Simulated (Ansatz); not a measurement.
System: C₂H₄GaNS.

| atom | x (Å) | y (Å) | z (Å) |
| --- | --- | --- | --- |
| S | 0.1944 | 2.7834 | -0.4047 |
| Ga | 1.9343 | 1.3145 | -0.8615 |
| C | 0.1817 | -1.3829 | 0.1226 |
| C | -0.7397 | -0.4903 | 0.8089 |
| N | -1.1424 | -1.6754 | 0.8603 |
| H | -0.5675 | 2.1235 | -1.3114 |
| H | 0.1547 | -1.4998 | -0.9698 |
| H | 1.0975 | -1.7383 | 0.6128 |
| H | -1.0244 | 0.5191 | 1.1256 |

At this geometry the atoms fall into two loosely joined parts.

Theory: RKS r2SCAN/def2-SVP in Ansatz.

Predict the electron density and electron localisation function between the atoms.

C–N (1.25 Å): the density is about 2.9 e/Å³ at the midpoint; the ELF peaks at about 0.85 between the atoms; a multiple bond.
C–C (1.45 Å): ρ at the midpoint is about 1.7 e/Å³; the ELF peaks at about 0.85 between the atoms: a covalent bond.
C–H (1.10 Å): ρ at the midpoint is about 2 e/Å³; the ELF climbs to about 1 towards the hydrogen, as it does in any bond to H; a covalent bond by its length.

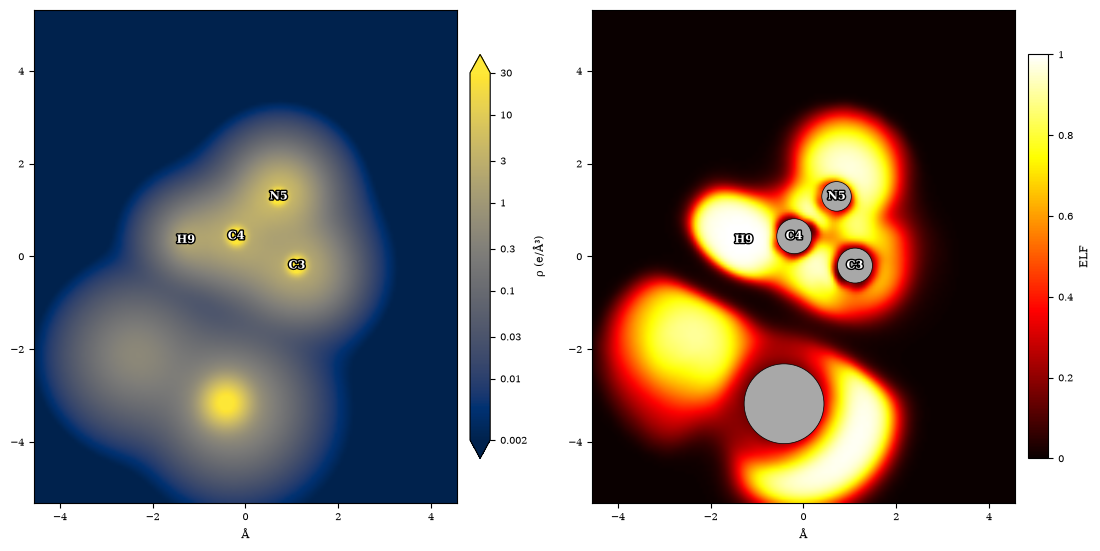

Computed electron density and electron localisation function on the plane of atoms C3, C4 and N5, in this order. Grey discs cover the atomic cores in the ELF map. 
